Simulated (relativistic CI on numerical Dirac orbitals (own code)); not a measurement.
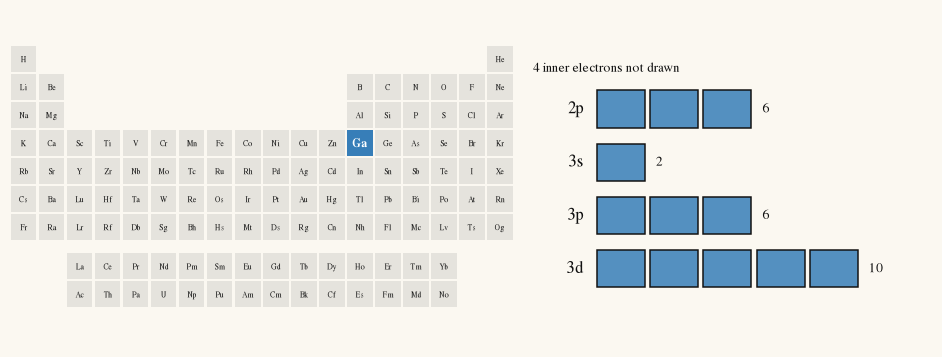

Left, the place of gallium in the periodic table; right, the outer shells of the leading configuration of the lowest level: a box for each of the 2l + 1 orbitals, shaded by the share of the shell that is filled, with the electron count at the right.

# Run report: Ga³⁺, relativistic CI calculation

Ga³⁺. Computed at this level: Dirac-Coulomb-Breit CI, KLI orbitals optimised for each configuration, model QED (radiative potential, 1s self-energy scaled to tabulated hydrogen-like ionisation energies), valence Slater integrals scaled by 0.75, P86 correlation energy added to each configuration (relativistic CI on numerical Dirac orbitals, in-house).

**Input file**
```
atom Ga  Z=31  charge=3  electrons=28
nucleus A=69  rms_radius_fm=3.9973
hamiltonian dirac-coulomb  breit=on  qed=on  c_scale=1
orbitals kli  potential=per-configuration
slater_scale 0.75
correlation p86
mixing on
configurations
  [Ar] 3d10
  [Ar] 3d9 4s
  [Ar] 3d9 4p
  [Ar] 3d9 4d
  [Ar] 3d9 5s
  [Ar] 3d8 4s2
  [Ar] 3d9 5p
  [Ar] 3d9 4f
  [Ar] 3d9 5d
  [Ar] 3d9 6s
  [Ar] 3d8 4s 4p
  [Ar] 3d9 6p
  [Ar] 3d9 5f
  [Ar] 3d9 5g
  [Ar] 3d9 6d
  [Ar] 3d9 6f
  [Ar] 3d8 4p2
  [Ar] 3d8 4s 4d
end
```

Hardware: 1 CPU thread, shared host.

Launched within a batch (the task file carries these settings):
```bash
python <driver script> task.json out
```

The program writes its results to a structured record and prints no log; tables and figures of this report are taken from that record.

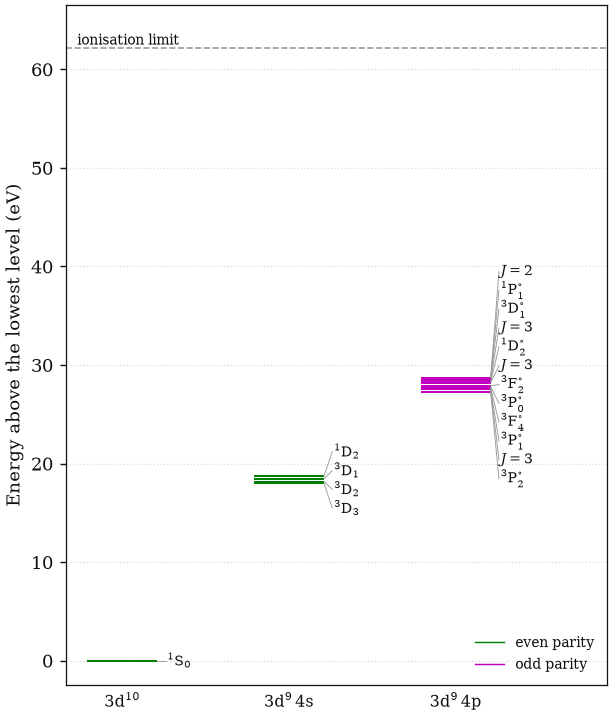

Level diagram of Ga³⁺. The lowest level is 3d¹⁰ ¹S₀. The first excited level, 3d⁹ 4s ³D₃, lies at 18.0 eV. The lowest level of opposite parity, 3d⁹ 4p ³P°₂, is at 27.3 eV. The levels are in intermediate coupling, nearer LS (mean leading weight 81 % in LS and 79 % in jj).

| Configuration | Level | E (eV) | Lifetime (s; – stable or not computed) |
| --- | --- | --- | --- |
| 3d¹⁰ | ¹S₀ | 0 | – |
| 3d⁹ 4s | ³D₃ | 18.02 | – |
| 3d⁹ 4s | ³D₂ | 18.18 | 1.8×10⁻³ |
| 3d⁹ 4s | ³D₁ | 18.45 | 3.0×10⁰ |
| 3d⁹ 4s | ¹D₂ | 18.73 | 3.3×10⁻⁴ |
| 3d⁹ 4p | ³P°₂ | 27.26 | 8.8×10⁻¹⁰ |
| 3d⁹ 4p | [(3d₅/₂)⁵ 4p₁/₂] J = 3 | 27.60 | 8.4×10⁻¹⁰ |
| 3d⁹ 4p | ³P°₁ | 27.61 | 7.8×10⁻¹⁰ |
| 3d⁹ 4p | ³F°₄ | 27.74 | 7.7×10⁻¹⁰ |
| 3d⁹ 4p | ³P°₀ | 27.83 | 8.3×10⁻¹⁰ |
| 3d⁹ 4p | ³F°₂ | 27.89 | 8.2×10⁻¹⁰ |
| 3d⁹ 4p | [(3d₅/₂)⁵ 4p₃/₂] J = 3 | 28.21 | 7.5×10⁻¹⁰ |
| 3d⁹ 4p | ¹D°₂ | 28.26 | 7.5×10⁻¹⁰ |
| 3d⁹ 4p | [(3d₃/₂)³ 4p₃/₂] J = 3 | 28.39 | 7.4×10⁻¹⁰ |
| 3d⁹ 4p | ³D°₁ | 28.57 | 3.0×10⁻¹⁰ |
| 3d⁹ 4p | ¹P°₁ | 28.62 | 1.6×10⁻¹⁰ |
| 3d⁹ 4p | [(3d₃/₂)³ 4p₃/₂] J = 2 | 28.68 | 7.2×10⁻¹⁰ |

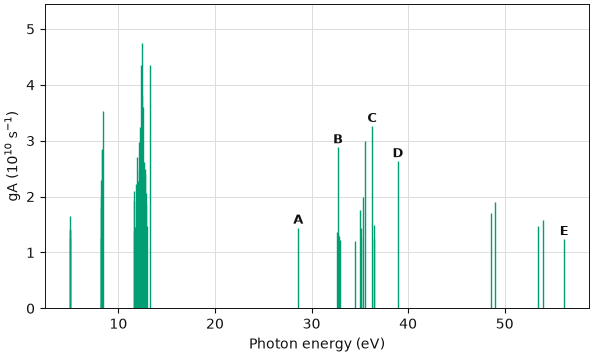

The stronger electric dipole lines (weighted rates gA) for Ga³⁺. A: 3d⁹ 4p ¹P°₁ → 3d¹⁰ ¹S₀, 28.62 eV, gA = 1.4×10¹⁰ s⁻¹; B: 3d⁸ 4s 4p ¹D°₂ → 3d⁹ 4s ¹D₂, 32.75 eV, gA = 2.9×10¹⁰ s⁻¹; C: 3d⁸ 4s 4p ³D°₃ → 3d⁹ 4s ³D₃, 36.30 eV, gA = 3.3×10¹⁰ s⁻¹; D: 3d⁸ 4s 4p ¹F°₃ → 3d⁹ 4s ¹D₂, 38.96 eV, gA = 2.6×10¹⁰ s⁻¹; E: 3d⁹ 6f [(3d₅/₂)⁵ 6f₇/₂] J = 1 → 3d¹⁰ ¹S₀, 56.17 eV, gA = 1.2×10¹⁰ s⁻¹. The strongest lettered line, C, lies in the extreme ultraviolet region.

**Key numbers**

- outcome: converged
- lowest level: 3d¹⁰ ¹S₀
- first excited level: 3d⁹ 4s ³D₃, 145,340 cm⁻¹
- ionisation energy: 62.163 eV
- levels computed: 527
- SCF iterations: 185
- wall time: 1.7 s

**Notes**

Limits: near-neutral ion: configurations can be misplaced by up to about 10000 cm⁻¹, over 20000 where the f count changes; rates and lifetimes follow the computed energies and can be off by orders of magnitude; only a limited list of configurations is included, so lower levels can be missing; the fine structure of a weakly bound d or f electron outside closed shells is too small or inverted; only lines among the lowest 324 of 527 levels are drawn, so those from 3d⁸ 4p² are incomplete.
